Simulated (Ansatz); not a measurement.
Cost and result by functional for the adsorption energy of O on the 1x1 (111) surface of fcc Ag, one in a 2x2 cell, started at the site 'bridge Ag-Ag (span 2.9 Å)', in Ansatz (plane waves, PAW). Single points on the PBE structure, on one kind of machine; costs are rough ratios of the slab run's core time (references not counted) to the cheapest single point. r2SCAN's cost holds its higher cutoff (500 against 420 eV). Differences are taken against r2SCAN for comparison alone: no measured value is at hand, so the table doesn't rank accuracy.

Model: 17-atom slab, 7.1 Å thick at the start under the adsorbate (thin: gaps and levels are the slab's own), 6x6x1 mesh, Fermi-Dirac 0.1 eV, dipole correction, 8 atoms held, the rest relaxed; symmetry of the start imposed; spin-polarised, no spin-orbit, no U, no dispersion correction. The starting moment vanished. At the end it is bonded to 3 Ag. In PBE it is, or lies within 0.03 eV of, the lowest of the starts that converged. These notes are the PBE run's. r2SCAN: The program's check for a lower electronic state was not made. Adsorption energies are against ½ O2(g). A negative adsorption energy means that the adsorbate is more stable on the surface than in its reference.

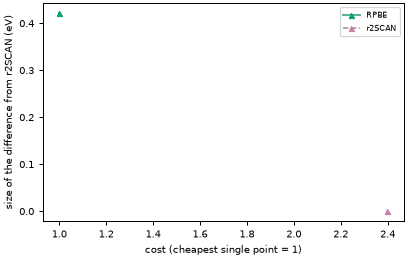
Figure. Difference from r2SCAN against cost

```json
[
 {"functional": "RPBE", "relative cost": "1", "adsorption energy (eV)": "-0.08", "less r2SCAN (eV)": "0.42"},
 {"functional": "r2SCAN", "relative cost": "2", "adsorption energy (eV)": "-0.50", "less r2SCAN (eV)": "0.00"},
 {"functional": "PBE (the relaxed run's value)", "relative cost": "–", "adsorption energy (eV)": "-0.33", "less r2SCAN (eV)": "0.17"}
]
```

The values span 0.42 eV, while the single points' costs differ by a factor of roughly 2. Differences are of unrounded values.

Ansatz is an electronic-structure program.
